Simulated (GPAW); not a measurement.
# Run report: SiNH₃, geometry relaxation (part 2 of 5)

The same run, continued: SiNH₃, SMILES N[SiH]; LDA (PW92)/plane waves, scalar-relativistic datasets (GPAW 26.7.0). The geometry comes from this level: GFN2-xTB.

Geometry of the input (Å):
```
N  -0.2987  -0.4693  0.1229
Si 0.0054  1.1950  0.3897
H  0.1891  -1.0675  -0.5292
H  -1.0095  -0.9776  0.6207
H  1.1137  1.3194  -0.6042
```

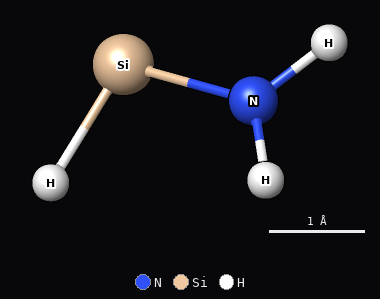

Figure 1. The starting structure (ball-and-stick view, seen at a tilt).

The program's output, continued
```
Force computation time: 0.544  # s
FIRE2:    1 00:00:14      -24.300558        0.669905
        .--------------------------.
       /|                          |
      / |                          |
     /  |                          |
    /   |                          |
   /    |                          |
  /     |                          |
 *      |                          |
 |      |                          |
 |      |         Si               |
 |      |      H N   H             |
 |      |         H                |
 |      |                          |
 |      .--------------------------.
 |     /                          /
 |    /                          /
 |   /                          /
 |  /                          /
 | /                          /
 |/                          /
 *--------------------------*

Atoms  # Å, Bohr magnetons
|   | symbol |        x |        y |        z |    initial magnetic moments |
|---|--------|----------|----------|----------|-----------------------------|
| 0 |      N | 5.218645 | 5.108186 | 5.223647 | ( 0.0000,  0.0000,  0.0000) |
| 1 |     Si | 5.495525 | 6.764475 | 5.512606 | ( 0.0000,  0.0000,  0.0000) |
| 2 |      H | 5.705158 | 4.494783 | 4.567107 | ( 0.0000,  0.0000,  0.0000) |
| 3 |      H | 4.490977 | 4.587477 | 5.732460 | ( 0.0000,  0.0000,  0.0000) |
| 4 |      H | 6.637483 | 6.882729 | 4.485276 | ( 0.0000,  0.0000,  0.0000) |

Unit cell  # Å
| periodic |         x |         y |         z |   lengths |    angles |
|----------|-----------|-----------|-----------|-----------|-----------|
|       no | 11.123170 |  0.000000 |  0.000000 | 11.123170 | 90.000000 |
|       no |  0.000000 | 11.386900 |  0.000000 | 11.386900 | 90.000000 |
|       no |  0.000000 |  0.000000 | 10.224910 | 10.224910 | 90.000000 |

Initialization done in: 0.468 s

convergence criteria:
- Maximum [total energy] change in last 3 cyles: 0.0005 eV / valence electron
- Maximum integral of absolute [dens]ity change: 0.0001 electrons / valence electron
- Maximum integral of absolute [eigenst]ate change: 4e-08 eV^2 / valence electron
maximum number of iterations: 100

SCF iterations
|iter     |     time |      energy | eigst |  dens |
|---------|----------|-------------|-------|-------|
|iter:   1| 00:00:15 |  -24.316461 | -2.65 |       |
|iter:   2| 00:00:16 |  -24.315389 | -4.27 | -2.10 |
|iter:   3| 00:00:16 |  -24.311174c| -3.43 | -2.15 |
|iter:   4| 00:00:17 |  -24.310180c| -4.15 | -2.47 |
|iter:   5| 00:00:18 |  -24.310037c| -4.76 | -2.82 |
|iter:   6| 00:00:18 |  -24.310027c| -5.85 | -3.08 |
|iter:   7| 00:00:19 |  -24.310027c| -7.17 | -3.66 |
|iter:   8| 00:00:20 |  -24.310027c| -7.49c| -4.29c|

Converged in 8 steps
SCF loop duration: 5.193 s (0.649 s/step)
Energy contributions relative to reference atoms: (reference = -9365.974501)

Energy contributions:
  Kinetic:          24.288909
  Coulomb:         -26.531518
  Zero:             -0.011885
  External:          0.000000
  Xc:              -22.055532
  Entropy:           0.000000
  Spinorbit:         0.000000
  ----------------------------
  Free energy:     -24.310027
  Extrapolated:    -24.310027

dipole moment: (-0.053059, -0.441884, -0.095776)  # |e|*Ang

Fermi level: -3.708
Eigenvalues  # (at kpt = [0.000, 0.000, 0.000])
| band index |      eig [eV] | occ [0-2] |
|------------|---------------|-----------|
|          0 |       -21.128 |     2.000 |
|          1 |       -12.675 |     2.000 |
|          2 |       -12.250 |     2.000 |
|          3 |        -8.538 |     2.000 |
|          4 |        -7.220 |     2.000 |
|          5 |        -5.104 |     2.000 |
|          6 |        -2.312 |     0.000 |
|          7 |        -0.829 |     0.000 |
|          8 |         0.063 |     0.000 |
|          9 |         0.492 |     0.000 |
|         10 |         0.651 |     0.000 |

Gap: 2.793 eV
Transition (v -> c):
  (s=0, k=0, n=5, [0.00, 0.00, 0.00]) -> (s=0, k=0, n=6, [0.00, 0.00, 0.00])
No difference between direct/indirect transitions
vacuum-level: 0.265  # V

Forces  # eV/Ang
|        x |        y |        z |
|----------|----------|----------|
| -0.22469 | -0.45825 |  0.08457 |  # N    0
| -0.07060 |  0.17768 |  0.12216 |  # Si   1
|  0.03461 |  0.10677 |  0.00298 |  # H    2
|  0.24725 |  0.25903 | -0.14754 |  # H    3
|  0.03248 | -0.08586 | -0.05800 |  # H    4

Force computation time: 0.463  # s
FIRE2:    2 00:00:20      -24.310027        0.517332
        .--------------------------.
       /|                          |
      / |                          |
     /  |                          |
    /   |                          |
   /    |                          |
  /     |                          |
 *      |                          |
 |      |                          |
 |      |          Si              |
 |      |      H N   H             |
 |      |         H                |
 |      |                          |
 |      .--------------------------.
 |     /                          /
 |    /                          /
 |   /                          /
 |  /                          /
 | /                          /
 |/                          /
 *--------------------------*

Atoms  # Å, Bohr magnetons
|   | symbol |        x |        y |        z |    initial magnetic moments |
|---|--------|----------|----------|----------|-----------------------------|
| 0 |      N | 5.217732 | 5.107140 | 5.224051 | ( 0.0000,  0.0000,  0.0000) |
| 1 |     Si | 5.498548 | 6.763987 | 5.509638 | ( 0.0000,  0.0000,  0.0000) |
| 2 |      H | 5.704122 | 4.495516 | 4.568319 | ( 0.0000,  0.0000,  0.0000) |
| 3 |      H | 4.492076 | 4.587594 | 5.731482 | ( 0.0000,  0.0000,  0.0000) |
| 4 |      H | 6.635255 | 6.883421 | 4.487581 | ( 0.0000,  0.0000,  0.0000) |

Unit cell  # Å
| periodic |         x |         y |         z |   lengths |    angles |
|----------|-----------|-----------|-----------|-----------|-----------|
|       no | 11.123170 |  0.000000 |  0.000000 | 11.123170 | 90.000000 |
|       no |  0.000000 | 11.386900 |  0.000000 | 11.386900 | 90.000000 |
|       no |  0.000000 |  0.000000 | 10.224910 | 10.224910 | 90.000000 |

Initialization done in: 0.471 s

convergence criteria:
- Maximum [total energy] change in last 3 cyles: 0.0005 eV / valence electron
- Maximum integral of absolute [dens]ity change: 0.0001 electrons / valence electron
- Maximum integral of absolute [eigenst]ate change: 4e-08 eV^2 / valence electron
maximum number of iterations: 100

SCF iterations
|iter     |     time |      energy | eigst |  dens |
|---------|----------|-------------|-------|-------|
|iter:   1| 00:00:21 |  -24.310062c| -3.87 |       |
|iter:   2| 00:00:22 |  -24.309996c| -5.49 | -2.71 |
|iter:   3| 00:00:22 |  -24.309734c| -4.61 | -2.75 |
|iter:   4| 00:00:23 |  -24.309676c| -5.34 | -3.08 |
|iter:   5| 00:00:24 |  -24.309667c| -5.96 | -3.42 |
|iter:   6| 00:00:25 |  -24.309666c| -7.09 | -3.69 |
|iter:   7| 00:00:25 |  -24.309666c| -7.60c| -4.26c|

Converged in 7 steps
SCF loop duration: 4.458 s (0.637 s/step)
Energy contributions relative to reference atoms: (reference = -9365.974501)

Energy contributions:
  Kinetic:          24.632876
  Coulomb:         -26.791186
  Zero:             -0.011886
  External:          0.000000
  Xc:              -22.139470
  Entropy:           0.000000
  Spinorbit:         0.000000
  ----------------------------
  Free energy:     -24.309666
  Extrapolated:    -24.309666

dipole moment: (-0.049700, -0.442229, -0.099422)  # |e|*Ang

Fermi level: -3.704
Eigenvalues  # (at kpt = [0.000, 0.000, 0.000])
| band index |      eig [eV] | occ [0-2] |
|------------|---------------|-----------|
|          0 |       -21.141 |     2.000 |
|          1 |       -12.683 |     2.000 |
|          2 |       -12.264 |     2.000 |
|          3 |        -8.566 |     2.000 |
|          4 |        -7.220 |     2.000 |
|          5 |        -5.095 |     2.000 |
|          6 |        -2.313 |     0.000 |
|          7 |        -0.822 |     0.000 |
|          8 |         0.064 |     0.000 |
|          9 |         0.502 |     0.000 |
|         10 |         0.654 |     0.000 |

Gap: 2.782 eV
Transition (v -> c):
  (s=0, k=0, n=5, [0.00, 0.00, 0.00]) -> (s=0, k=0, n=6, [0.00, 0.00, 0.00])
No difference between direct/indirect transitions
vacuum-level: 0.265  # V

Forces  # eV/Ang
|        x |        y |        z |
|----------|----------|----------|
| -0.16151 | -0.34876 |  0.06104 |  # N    0
| -0.16252 |  0.16827 |  0.20480 |  # Si   1
|  0.06552 |  0.05958 | -0.04162 |  # H    2
|  0.17144 |  0.21405 | -0.09165 |  # H    3
|  0.10454 | -0.09484 | -0.12826 |  # H    4

Force computation time: 0.519  # s
        .--------------------------.
       /|                          |
      / |                          |
     /  |                          |
    /   |                          |
   /    |                          |
  /     |                          |
 *      |                          |
 |      |                          |
 |      |          Si              |
 |      |      H N   H             |
 |      |         H                |
 |      |                          |
 |      .--------------------------.
 |     /                          /
 |    /                          /
 |   /                          /
 |  /                          /
 | /                          /
 |/                          /
 *--------------------------*

Atoms  # Å, Bohr magnetons
|   | symbol |        x |        y |        z |    initial magnetic moments |
|---|--------|----------|----------|----------|-----------------------------|
| 0 |      N | 5.217328 | 5.106268 | 5.224204 | ( 0.0000,  0.0000,  0.0000) |
| 1 |     Si | 5.498141 | 6.764407 | 5.510150 | ( 0.0000,  0.0000,  0.0000) |
| 2 |      H | 5.704286 | 4.495665 | 4.568215 | ( 0.0000,  0.0000,  0.0000) |
| 3 |      H | 4.492505 | 4.588129 | 5.731253 | ( 0.0000,  0.0000,  0.0000) |
| 4 |      H | 6.635516 | 6.883184 | 4.487261 | ( 0.0000,  0.0000,  0.0000) |

Unit cell  # Å
| periodic |         x |         y |         z |   lengths |    angles |
|----------|-----------|-----------|-----------|-----------|-----------|
|       no | 11.123170 |  0.000000 |  0.000000 | 11.123170 | 90.000000 |
|       no |  0.000000 | 11.386900 |  0.000000 | 11.386900 | 90.000000 |
|       no |  0.000000 |  0.000000 | 10.224910 | 10.224910 | 90.000000 |

Initialization done in: 0.472 s

convergence criteria:
- Maximum [total energy] change in last 3 cyles: 0.0005 eV / valence electron
- Maximum integral of absolute [dens]ity change: 0.0001 electrons / valence electron
- Maximum integral of absolute [eigenst]ate change: 4e-08 eV^2 / valence electron
maximum number of iterations: 100

SCF iterations
|iter     |     time |      energy | eigst |  dens |
|---------|----------|-------------|-------|-------|
|iter:   1| 00:00:26 |  -24.310567c| -4.70 |       |
|iter:   2| 00:00:27 |  -24.310559c| -6.36 | -3.13 |
|iter:   3| 00:00:28 |  -24.310531c| -5.52 | -3.19 |
|iter:   4| 00:00:29 |  -24.310530c| -6.41 | -3.79 |
|iter:   5| 00:00:29 |  -24.310530c| -7.46c| -4.16c|

Converged in 5 steps
SCF loop duration: 3.173 s (0.635 s/step)
Energy contributions relative to reference atoms: (reference = -9365.974501)

Energy contributions:
  Kinetic:          24.599601
  Coulomb:         -26.762018
  Zero:             -0.011743
  External:          0.000000
  Xc:              -22.136370
  Entropy:           0.000000
  Spinorbit:         0.000000
  ----------------------------
  Free energy:     -24.310530
  Extrapolated:    -24.310530

dipole moment: (-0.049439, -0.440375, -0.098581)  # |e|*Ang

Fermi level: -3.708
Eigenvalues  # (at kpt = [0.000, 0.000, 0.000])
| band index |      eig [eV] | occ [0-2] |
|------------|---------------|-----------|
|          0 |       -21.141 |     2.000 |
|          1 |       -12.678 |     2.000 |
|          2 |       -12.270 |     2.000 |
|          3 |        -8.563 |     2.000 |
|          4 |        -7.216 |     2.000 |
|          5 |        -5.099 |     2.000 |
|          6 |        -2.317 |     0.000 |
|          7 |        -0.821 |     0.000 |
|          8 |         0.063 |     0.000 |
|          9 |         0.503 |     0.000 |
|         10 |         0.656 |     0.000 |

Gap: 2.782 eV
Transition (v -> c):
  (s=0, k=0, n=5, [0.00, 0.00, 0.00]) -> (s=0, k=0, n=6, [0.00, 0.00, 0.00])
No difference between direct/indirect transitions
vacuum-level: 0.265  # V

Forces  # eV/Ang
|        x |        y |        z |
|----------|----------|----------|
| -0.11858 | -0.27597 |  0.04414 |  # N    0
| -0.15570 |  0.13395 |  0.18713 |  # Si   1
|  0.06575 |  0.05390 | -0.04360 |  # H    2
|  0.13090 |  0.17961 | -0.06500 |  # H    3
|  0.09405 | -0.09469 | -0.11842 |  # H    4

Force computation time: 0.566  # s
FIRE2:    3 00:00:30      -24.310530        0.303589
        .--------------------------.
       /|                          |
      / |                          |
     /  |                          |
    /   |                          |
   /    |                          |
  /     |                          |
 *      |                          |
 |      |                          |
 |      |          Si              |
 |      |      H N   H             |
 |      |         H                |
 |      |                          |
 |      .--------------------------.
 |     /                          /
 |    /                          /
 |   /                          /
 |  /                          /
 | /                          /
 |/                          /
 *--------------------------*

Atoms  # Å, Bohr magnetons
|   | symbol |        x |        y |        z |    initial magnetic moments |
|---|--------|----------|----------|----------|-----------------------------|
| 0 |      N | 5.216641 | 5.104718 | 5.224462 | ( 0.0000,  0.0000,  0.0000) |
| 1 |     Si | 5.497331 | 6.765158 | 5.511142 | ( 0.0000,  0.0000,  0.0000) |
| 2 |      H | 5.704622 | 4.495951 | 4.567995 | ( 0.0000,  0.0000,  0.0000) |
| 3 |      H | 4.493251 | 4.589114 | 5.730870 | ( 0.0000,  0.0000,  0.0000) |
| 4 |      H | 6.636017 | 6.882698 | 4.486636 | ( 0.0000,  0.0000,  0.0000) |

Unit cell  # Å
| periodic |         x |         y |         z |   lengths |    angles |
|----------|-----------|-----------|-----------|-----------|-----------|
|       no | 11.123170 |  0.000000 |  0.000000 | 11.123170 | 90.000000 |
|       no |  0.000000 | 11.386900 |  0.000000 | 11.386900 | 90.000000 |
|       no |  0.000000 |  0.000000 | 10.224910 | 10.224910 | 90.000000 |

Initialization done in: 0.470 s

convergence criteria:
- Maximum [total energy] change in last 3 cyles: 0.0005 eV / valence electron
- Maximum integral of absolute [dens]ity change: 0.0001 electrons / valence electron
- Maximum integral of absolute [eigenst]ate change: 4e-08 eV^2 / valence electron
maximum number of iterations: 100

SCF iterations
|iter     |     time |      energy | eigst |  dens |
|---------|----------|-------------|-------|-------|
|iter:   1| 00:00:31 |  -24.311833c| -4.20 |       |
|iter:   2| 00:00:31 |  -24.311807c| -5.85 | -2.87 |
|iter:   3| 00:00:32 |  -24.311724c| -5.22 | -2.93 |
|iter:   4| 00:00:33 |  -24.311712c| -5.66 | -3.34 |
|iter:   5| 00:00:34 |  -24.311712c| -6.99 | -3.80 |
|iter:   6| 00:00:34 |  -24.311712c| -8.06c| -4.03c|

Converged in 6 steps
SCF loop duration: 3.847 s (0.641 s/step)
Energy contributions relative to reference atoms: (reference = -9365.974501)

Energy contributions:
  Kinetic:          24.535886
  Coulomb:         -26.706759
  Zero:             -0.011616
  External:          0.000000
  Xc:              -22.129223
  Entropy:           0.000000
  Spinorbit:         0.000000
  ----------------------------
  Free energy:     -24.311712
  Extrapolated:    -24.311712

dipole moment: (-0.049848, -0.437875, -0.097613)  # |e|*Ang
```
